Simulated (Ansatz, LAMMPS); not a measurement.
# Forces and charges in liquid K(F,Br) at 850 K (94 atoms), part 2 of 2

What does DFT give for liquid K(F,Br) at 850 K (94 atoms) as built?

Ansatz 0.2.0; Kohn-Sham DFT, r2SCAN, PAW (set soft_2), plane waves.

The cell: 47 K, 18 F and 29 Br. The starting topology of bonds comes from the classical model. The ion parameters were fitted for water, not for melts. Sampling is at Γ alone, for a cell whose shortest periodic width is 15 Å.

So far. Step 3 (Plane-wave single point): The stored curve holds about 658 of the 752 electrons; the rest, give or take the few that broadening carries across the Fermi level, lie in deeper levels below its range.

## 3. Plane-wave single point (continued)

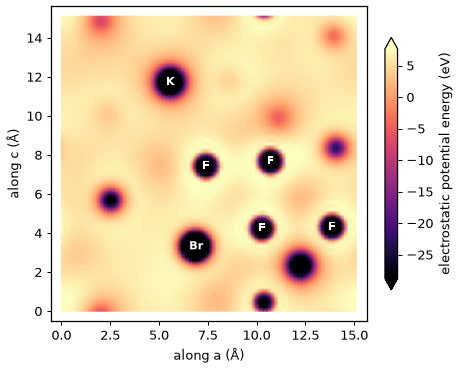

Electrostatic potential energy in the ac plane at fractional y = 0.175, with atoms of K and F and Br within 0.2 Å of it. With pseudopotentials it is smooth inside the atoms' cores, unlike the true potential. The map starts off the cell's origin, so that atoms lie inside it.

Mean intrinsic-atomic-orbital charges: Br -0.75, F -0.89, K +0.80 e. The largest share in the top eV of filled states is Br p (82 % of the projected weight), and in the lowest eV of empty states K s (85 % of the projected weight).

## 4. Local order

These statistics describe the geometry on which the runs were made.

Density 2.17 g/cm³, 36.69 Å³ an atom.

Pair distribution functions g(r), in bins of 0.2 Å:

| r (Å) | total | K-K | K-Br | K-F | Br-Br | Br-F | F-F |
| --- | --- | --- | --- | --- | --- | --- | --- |
| 2.30 | 0.06 | 0.00 | 0.00 | 0.29 | 0.00 | 0.00 | 0.00 |
| 2.50 | 0.97 | 0.00 | 0.00 | 5.06 | 0.00 | 0.00 | 0.00 |
| 2.70 | 1.40 | 0.00 | 0.00 | 7.31 | 0.00 | 0.00 | 0.00 |
| 2.90 | 0.92 | 0.00 | 0.94 | 3.32 | 0.00 | 0.00 | 0.00 |
| 3.10 | 1.21 | 0.00 | 3.09 | 1.37 | 0.00 | 0.00 | 0.00 |
| 3.30 | 1.56 | 0.33 | 4.36 | 0.30 | 0.00 | 0.23 | 1.53 |
| 3.50 | 1.36 | 1.31 | 2.47 | 0.40 | 0.00 | 0.83 | 2.75 |
| 3.70 | 0.99 | 1.17 | 1.54 | 0.23 | 0.00 | 1.33 | 0.59 |
| 3.90 | 1.04 | 1.54 | 1.18 | 0.11 | 0.22 | 1.56 | 1.69 |
| 4.10 | 1.08 | 1.25 | 0.71 | 0.19 | 1.75 | 2.30 | 2.02 |
| 4.30 | 1.23 | 1.95 | 0.66 | 0.35 | 1.77 | 1.59 | 3.23 |
| 4.50 | 0.88 | 1.28 | 0.20 | 0.32 | 1.76 | 1.93 | 1.23 |
| 4.70 | 1.00 | 1.86 | 0.32 | 0.51 | 1.64 | 1.08 | 1.53 |
| 4.90 | 0.82 | 0.94 | 0.38 | 0.41 | 1.77 | 1.66 | 0.70 |
| 5.10 | 0.85 | 1.29 | 0.50 | 0.50 | 1.64 | 0.70 | 0.95 |
| 5.30 | 0.89 | 0.97 | 0.46 | 0.87 | 1.17 | 1.50 | 1.52 |
| 5.50 | 1.06 | 1.03 | 0.93 | 1.54 | 0.97 | 0.88 | 0.84 |
| 5.70 | 1.06 | 0.61 | 0.74 | 2.00 | 1.30 | 1.13 | 1.04 |
| 5.90 | 0.97 | 1.14 | 0.69 | 1.41 | 0.65 | 0.99 | 0.50 |
| 6.10 | 1.05 | 0.67 | 1.35 | 1.40 | 0.95 | 0.78 | 0.45 |
| 6.30 | 1.02 | 0.72 | 1.45 | 1.19 | 0.91 | 0.73 | 0.00 |
| 6.50 | 1.01 | 1.03 | 1.19 | 0.92 | 1.08 | 0.62 | 0.79 |
| 6.70 | 1.00 | 0.84 | 1.30 | 1.22 | 0.87 | 0.47 | 0.37 |
| 6.90 | 0.93 | 0.73 | 1.18 | 1.23 | 0.75 | 0.55 | 0.36 |
| 7.10 | 1.01 | 0.88 | 1.26 | 1.33 | 0.84 | 0.31 | 0.84 |
| 7.30 | 1.04 | 0.86 | 1.30 | 0.85 | 0.92 | 1.04 | 1.42 |
| 7.50 | 1.11 | 1.11 | 1.36 | 0.83 | 0.69 | 0.93 | 2.11 |

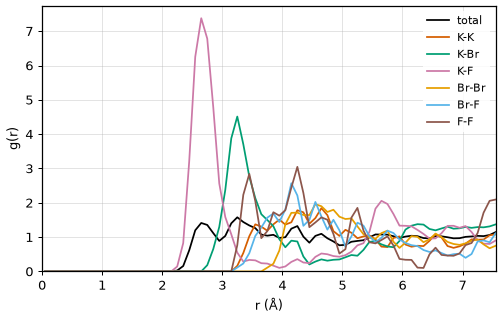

Pair distribution functions, lightly smoothed.

Bonds by pair of elements; cutoffs follow the first minimum of g(r), held within bounds set by covalent radii, and pairs that aren't listed don't count as bonded:

| pair A-B | cutoff (Å) | bonds | mean length (Å) | spread (Å) | shortest (Å) | B about A | A about B |
| --- | --- | --- | --- | --- | --- | --- | --- |
| K-Br | 4.08 | 156 | 3.42 | 0.286 | 2.85 | 3.32 | 5.38 |
| K-F | 3.38 | 81 | 2.75 | 0.195 | 2.38 | 1.72 | 4.5 |

The cutoff for K-Br falls short of the minimum of g(r), so counts run low and odd coordinations can be artefacts.

How many atoms have how many bonded neighbours:

| element | mean | 3 | 4 | 5 | 6 | 7 |
| --- | --- | --- | --- | --- | --- | --- |
| Br | 5.38 | 0 | 3 | 15 | 8 | 3 |
| F | 4.5 | 1 | 8 | 8 | 1 | 0 |
| K | 5.04 | 0 | 13 | 22 | 9 | 3 |

Bond angles, per cent of each kind in bins of 5°:

| angle (°) | K-Br-K | Br-K-F | Br-K-Br | K-F-K | F-K-F |
| --- | --- | --- | --- | --- | --- |
| 50–55 | 0.3 | 0.0 | 0.0 | 0.0 | 0.0 |
| 55–60 | 0.6 | 0.5 | 0.0 | 0.0 | 0.0 |
| 60–65 | 4.0 | 1.4 | 0.9 | 0.0 | 0.0 |
| 65–70 | 5.4 | 5.1 | 1.9 | 2.7 | 1.6 |
| 70–75 | 6.8 | 6.0 | 10.3 | 3.4 | 7.8 |
| 75–80 | 8.0 | 7.3 | 8.4 | 4.1 | 7.8 |
| 80–85 | 11.7 | 12.4 | 9.3 | 12.3 | 9.4 |
| 85–90 | 9.4 | 7.8 | 6.5 | 8.9 | 6.2 |
| 90–95 | 6.3 | 6.9 | 9.8 | 8.9 | 4.7 |
| 95–100 | 5.4 | 8.7 | 7.9 | 7.5 | 9.4 |
| 100–105 | 3.1 | 8.7 | 6.5 | 8.9 | 14.1 |
| 105–110 | 5.4 | 4.1 | 6.1 | 7.5 | 4.7 |
| 110–115 | 2.3 | 6.4 | 3.7 | 6.2 | 3.1 |
| 115–120 | 2.3 | 0.9 | 2.8 | 4.1 | 6.2 |
| 120–125 | 3.7 | 3.7 | 1.4 | 4.8 | 3.1 |
| 125–130 | 3.4 | 0.0 | 1.9 | 1.4 | 1.6 |
| 130–135 | 4.3 | 1.8 | 3.7 | 2.7 | 1.6 |
| 135–140 | 3.4 | 0.9 | 3.7 | 4.1 | 4.7 |
| 140–145 | 3.1 | 5.1 | 1.9 | 1.4 | 1.6 |
| 145–150 | 1.4 | 0.5 | 2.3 | 4.1 | 0.0 |
| 150–155 | 2.9 | 2.8 | 1.9 | 0.7 | 1.6 |
| 155–160 | 1.1 | 2.8 | 2.3 | 1.4 | 1.6 |
| 160–165 | 2.9 | 2.3 | 3.3 | 0.7 | 4.7 |
| 165–170 | 1.7 | 2.8 | 1.4 | 3.4 | 3.1 |
| 170–175 | 1.1 | 0.9 | 1.4 | 0.7 | 1.6 |
| 175–180 | 0.0 | 0.5 | 0.5 | 0.0 | 0.0 |

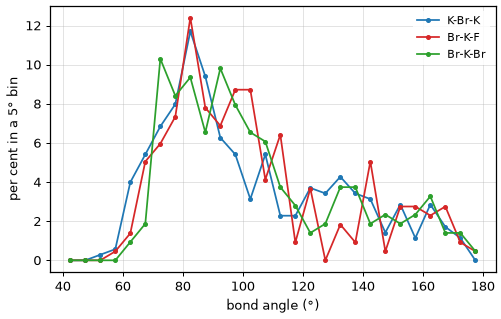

Distributions of the most common bond angles.

Bond angles (no mean is given where the spread exceeds 20°):

| angle | count | mean (°) | spread (°) |
| --- | --- | --- | --- |
| K-Br-K | 351 | - | - |
| Br-K-F | 218 | - | - |
| Br-K-Br | 214 | - | - |
| K-F-K | 146 | - | - |
| F-K-F | 64 | - | - |

Bond length by coordination (bonds to H left out):

| element | coordination | atoms | mean bond length (Å) |
| --- | --- | --- | --- |
| Br | 4 | 3 | 3.33 |
| Br | 5 | 15 | 3.39 |
| Br | 6 | 8 | 3.48 |
| Br | 7 | 3 | 3.44 |
| F | 3 | 1 | 2.66 |
| F | 4 | 8 | 2.69 |
| F | 5 | 8 | 2.78 |
| F | 6 | 1 | 2.89 |
| K | 4 | 13 | 3.06 |
| K | 5 | 22 | 3.21 |
| K | 6 | 9 | 3.30 |
| K | 7 | 3 | 3.14 |

First main peaks of g(r), for some of the pairs, lie near 3.3 Å (K-Br), 2.7 Å (K-F) and 3.4 Å (F-F).

The surroundings of F49, which bears the longest force, nearest first, numbered as they follow in the input and with coordinates relative to it.

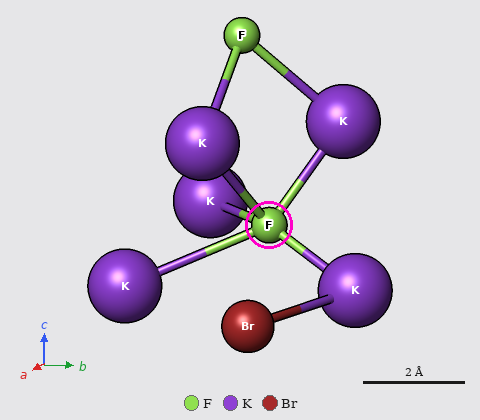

The atoms of the table, within 3.9 Å (arrows a, b, c point along x, y, z); some may hide others; the central atom is ringed.

| atom | x | y | z | distance (Å) | bonds | intrinsic-atomic-orbital charge (e) | Fx | Fy | Fz (eV/Å) |
| --- | --- | --- | --- | --- | --- | --- | --- | --- | --- |
| F49 | 0.00 | 0.00 | 0.00 | 0.00 | 5 | -0.89 | -0.13 | -0.94 | 0.42 |
| K31 | 0.70 | 1.98 | -1.12 | 2.38 | 5 | 0.78 | 0.12 | -0.08 | -0.39 |
| K29 | -1.05 | 1.23 | 1.98 | 2.56 | 5 | 0.82 | 0.16 | 0.22 | 0.36 |
| K46 | 1.86 | -0.85 | 1.89 | 2.78 | 5 | 0.83 | -0.01 | 0.44 | 0.13 |
| K11 | -2.35 | -1.90 | 0.05 | 3.03 | 4 | 0.83 | -0.12 | 0.21 | 0.01 |
| K26 | 0.88 | -2.74 | -1.21 | 3.12 | 4 | 0.81 | -0.23 | 0.04 | 0.01 |
| F59 | -0.11 | -0.60 | 3.78 | 3.83 | 6 | -0.88 | 0.35 | 0.09 | -0.06 |
| Br89 | 3.58 | 0.59 | -1.47 | 3.91 | 5 | -0.76 | 0.03 | 0.00 | -0.36 |

The column of bonds counts only the pairs K-Br within 4.08 Å, K-F within 3.38 Å; other neighbours, such as metal atoms beside each other in a compound, aren't counted, and periodic images can show an atom twice.

## 5. Results

```json
{
  "free energy per atom": "-1789.5248 eV/atom",
  "pressure": "-0.8485 GPa",
  "r.m.s. force component": "0.2607 eV/Å",
  "gap (highest filled to lowest empty level)": "3.954 eV",
  "wall time of the 1 DFT run": "83 s"
}
```

In words: Filled and empty levels are parted by 3.95 eV (at Γ alone); a semilocal functional tends to put such gaps too low. In a disordered cell it changes from sample to sample and from frame to frame.

Caveats: The force components of 0.26 eV/Å r.m.s. reflect the temperature of the frame as well as the gap between the generating potential and DFT. The pressure of a single frame lacks the kinetic term.

[Logs are printed without paths, hosts, clocks, repeated set-up lines and the standing remarks that a program may print on its own settings, such as how far it seeks lower states.]

[Hosts, paths, dates, database ids (printed as entryN), source tags and the programs' standing remarks are cut or masked in the printed files.]
